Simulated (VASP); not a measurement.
Band structure of BeS (zinc blende). Calculation: optB88-vdW, VASP's PBE PAW potentials (set 64) (plane waves; VASP 6.6.1).

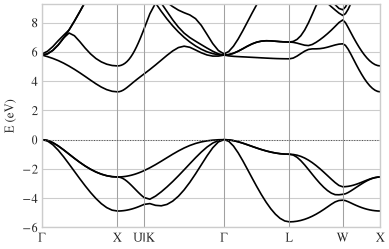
Figure. Bands along high-symmetry lines, zero at the valence-band maximum or, without a gap, the Fermi level

Q: Read the plot: is there a gap, and where are the band edges?

A: The gap is indirect, 3.27 eV, from the valence maximum at Γ to the conduction minimum at X. (Edges off the drawn lines would not show.)

The compound is BeS in the zinc blende structure. It was relaxed first.
